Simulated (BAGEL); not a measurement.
# OSe (Selenium monoxide) at ROHF/6-31G(d) (density fitting with qzvpp-jkfit, spherical functions)

Aim: the vertical electron affinity of OSe (Selenium monoxide) at ROHF/6-31G* (density fitting with qzvpp-jkfit, spherical functions), from 2 runs. 

The results are computed with BAGEL 1.2.2.

## 1. Starting point

OSe has 2 atoms, charge 0, and is taken as a triplet. SMILES: `O=[Se]`. The shape comes from GFN2-xTB, which is rough for such elements, and wasn't checked as a minimum.

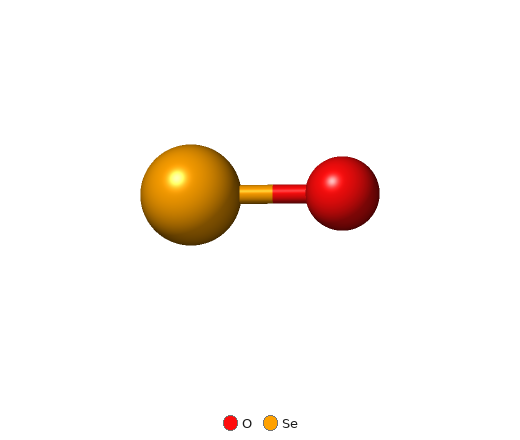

The structure, seen from a chosen angle (oxygen red, selenium orange).

## 2. The energy at ROHF/6-31G(d) (density fitting with qzvpp-jkfit, spherical functions)

File input.json:

```json
{ "bagel": [

{
  "title": "molecule",
  "basis": "6-31gs.json",
  "df_basis": "qzvpp-jkfit",
  "angstrom": true,
  "geometry": [
    { "atom": "O", "xyz": [       0.000000,       0.000000,       0.000000 ] },
    { "atom": "Se", "xyz": [       0.000000,       0.000000,       1.604210 ] }
  ]
},

{
  "title": "rohf",
  "nopen": 2
},

{
  "title": "print",
  "file": "orbitals.molden",
  "orbitals": true
}

]}
```

The basis set 6-31G* is read from a file made from the Basis Set Exchange's data (not shown).

Command:

```console
$ BAGEL_NUM_THREADS=1 BAGEL input.json > input.out
```

Log:

```text
* using 1 threads per process

  ===============================================================
  ===============================================================

  *** Geometry ***

  { "atom" : "O", "xyz" : [      0.000000,      0.000000,      0.000000 ] },
  { "atom" : "Se", "xyz" : [      0.000000,      0.000000,      3.031518 ] },

  Number of auxiliary basis functions:      343

  Since a DF basis is specified, we compute 2- and 3-index integrals:
    o Being stored without compression. Storage requirement is 0.006 GB

  Number of basis functions:       46
  Number of electrons      :       42

    * METHOD: MOLECULE                             0.09

  *** Open-shell HF ***

  === Nuclear Repulsion ===
    89.7240394351

      * DIIS with orbital gradients will be used.

  === ROHF iteration (6-31gs.json) ===
      0      -2474.17425749          0.05292817           0.04
      1      -2474.14483011          0.06064995           0.04
      2      -2474.13529041          0.06081079           0.04
      3      -2474.32728416          0.00201226           0.04
      4      -2474.32627040          0.00057709           0.04
      5      -2474.32628377          0.00012490           0.04
      6      -2474.32628454          0.00003865           0.04
      7      -2474.32628326          0.00002964           0.04
      8      -2474.32628321          0.00001586           0.04
      9      -2474.32628328          0.00001128           0.04
     10      -2474.32628348          0.00000267           0.04
     11      -2474.32628390          0.00000122           0.04
     12      -2474.32628394          0.00000036           0.04
     13      -2474.32628402          0.00000012           0.04
     14      -2474.32628404          0.00000005           0.04
     15      -2474.32628404          0.00000002           0.04
     16      -2474.32628404          0.00000000           0.04
    * SCF iteration converged.

    * S^2 (ROHF) is 2.0000

    * Permanent dipole moment:
           (    0.000000,     0.000000,    -1.105572) a.u.

    * METHOD: ROHF                                 0.75

    * METHOD: PRINT                                0.00

  ===============================================================
```

Wall time 1 s (1 thread of Arm Neoverse V2, shared host).

## 3. The doublet anion

File hf.json:

```json
{ "bagel" : [

{
  "title" : "molecule",
  "basis" : "6-31gs.json",
  "df_basis" : "qzvpp-jkfit",
  "angstrom" : true,
  "geometry" : [
    { "atom" : "O", "xyz" : [       0.000000,       0.000000,       0.000000 ] },
    { "atom" : "Se", "xyz" : [       0.000000,       0.000000,       1.604210 ] }
  ]
},

{
  "title" : "rohf",
  "charge" : -1,
  "nopen" : 1
},

{
  "title" : "print",
  "file" : "orbitals.molden",
  "orbitals" : true
}

]}
```

The basis set 6-31G* is read from a file made from the Basis Set Exchange's data (not shown).

Command:

```console
$ BAGEL_NUM_THREADS=1 BAGEL hf.json > hf.out
```

Log:

```text
* using 1 threads per process

  ===============================================================
  ===============================================================

  *** Geometry ***

  { "atom" : "O", "xyz" : [      0.000000,      0.000000,      0.000000 ] },
  { "atom" : "Se", "xyz" : [      0.000000,      0.000000,      3.031518 ] },

  Number of auxiliary basis functions:      343

  Since a DF basis is specified, we compute 2- and 3-index integrals:
    o Being stored without compression. Storage requirement is 0.006 GB

  Number of basis functions:       46
  Number of electrons      :       42

    * METHOD: MOLECULE                             0.09

  *** Open-shell HF ***

  === Nuclear Repulsion ===
    89.7240394351

      * DIIS with orbital gradients will be used.

  === ROHF iteration (6-31gs.json) ===
      0      -2474.13913497          0.05748388           0.04
      1      -2474.20524679          0.05159468           0.04
      2      -2474.24061502          0.04177448           0.04
      3      -2474.33200768          0.00301774           0.04
      4      -2474.33240560          0.00136813           0.04
      5      -2474.33285950          0.00101984           0.04
      6      -2474.33359422          0.00082305           0.04
      7      -2474.33425213          0.00049961           0.04
      8      -2474.33481046          0.00029518           0.04
      9      -2474.33502043          0.00023330           0.04
     10      -2474.33478922          0.00010798           0.04
     11      -2474.33523993          0.00002664           0.04
     12      -2474.33520185          0.00000954           0.04
     13      -2474.33521656          0.00000282           0.04
     14      -2474.33522224          0.00000165           0.04
     15      -2474.33522033          0.00000059           0.04
     16      -2474.33522084          0.00000029           0.04
     17      -2474.33522093          0.00000015           0.04
     18      -2474.33522102          0.00000005           0.04
     19      -2474.33522117          0.00000003           0.04
     20      -2474.33522121          0.00000001           0.04
    * SCF iteration converged.

    * S^2 (ROHF) is 0.7500

    * Permanent dipole moment:
           (    0.000000,    -0.000000,    -0.557553) a.u.

    * METHOD: ROHF                                 0.91

    * METHOD: PRINT                                0.00

  ===============================================================
```

Run time: 1.2 s. Hardware: 1 thread of Arm Neoverse V2, shared host.

## 4. What came out

At ROHF/6-31G* (density fitting with qzvpp-jkfit, spherical functions):

| quantity | value |
| --- | --- |
| triplet OSe: total energy | -2474.32628 Eh |
| triplet OSe: dipole moment | 2.81 D |
| triplet OSe: ⟨S²⟩ | 2.000 |
| doublet anion: total energy | -2474.33522 Eh |
| doublet anion: ⟨S²⟩ | 0.750 |
| vertical electron affinity (to the doublet anion) | 0.243 eV |

In words: At fixed nuclei the extra electron is bound by 0.24 eV (5.6 kcal/mol). The basis has no diffuse functions, so the error can pass this value.
